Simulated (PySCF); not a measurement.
# C₅H₅F₃Si (SMILES C#C/C(=C\[SiH3])C(F)(F)F): what the fields show

```xyz
14

C    -0.9968    2.2137    0.6351
C    -0.3229    1.2611    0.3514
C     0.5351    0.1869    0.0266
C     0.1216   -1.0423   -0.2870
Si   -1.6990   -1.5400   -0.3437
C     1.9979    0.5662    0.0664
F     2.3762    1.0033    1.2812
F     2.8158   -0.4519   -0.2390
F     2.2888    1.5567   -0.7964
H    -1.6069    3.0313    0.8801
H     0.8772   -1.7809   -0.5176
H    -2.2810   -1.3343    0.9819
H    -1.7277   -2.9535   -0.7183
H    -2.3791   -0.7169   -1.3428
```

Geometry: GFN2-xTB.

The calculation used PySCF, CAM-B3LYP/def2-SVPD, SCF density, gas phase.

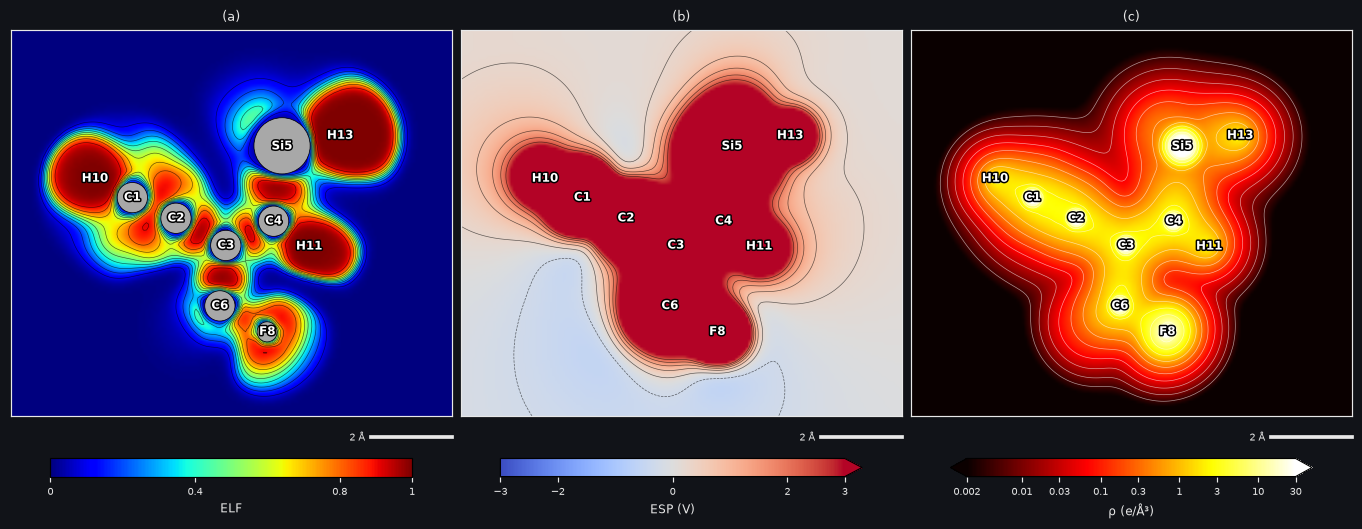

Figure 1. (a) electron localisation function; (b) electrostatic potential; (c) electron density on the plane of atoms C2, C3 and C6. Grey discs cover the atomic cores in the ELF map.

**What does the map show?**

The section cuts through C, Si, F and H sites. C–C (1.20 Å): ρ at the midpoint is about 2.7 e/Å³; the ELF peaks at about 0.85 between the atoms; a short, multiple covalent bond. C–F (1.34 Å): ρ at the midpoint is about 2.4 e/Å³; the ELF peaks at about 0.85 between the atoms; a polar covalent bond. C–Si (1.89 Å): the density is about 0.94 e/Å³ at the midpoint; the ELF peaks at about 1 between the atoms; a covalent bond. C–H (1.05 Å): ρ at the midpoint is about 2.1 e/Å³; the ELF climbs to about 1 towards the hydrogen, as it does in any bond to H (a covalent bond by its length). C–C (1.33 Å): ρ at the midpoint is about 2.3 e/Å³; the ELF peaks at about 0.95 between the atoms (a short, multiple covalent bond). The ELF also peaks beside F8, away from the bonds: lone-pair regions. Outside the dense part of the molecule the potential is most negative (−0.6 V) near F8.

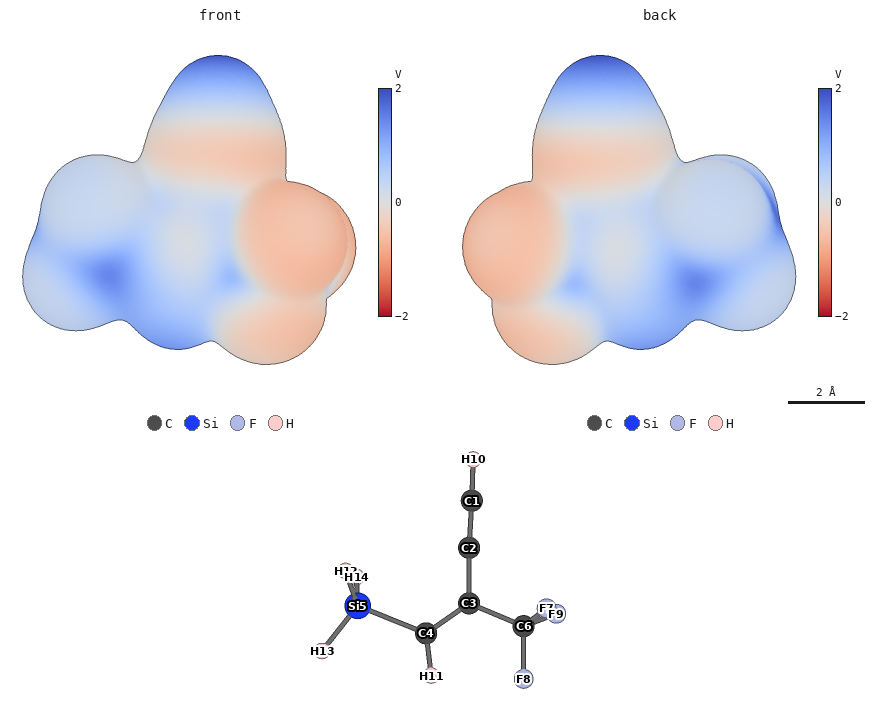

Figure 2. The molecular electrostatic potential painted on the density surface at 0.002 e/bohr³, seen from the front and from behind; the colour scale runs from red (negative) to blue (positive). The bare structure is drawn below in the same view.

**Describe the electrostatic potential map.**

The most negative region (about −0.7 V) lies over F7 and F9, the most positive (about +1.8 V) over H10.

**How polar is the molecule by this calculation?**

Its dipole moment is 2.61 D.
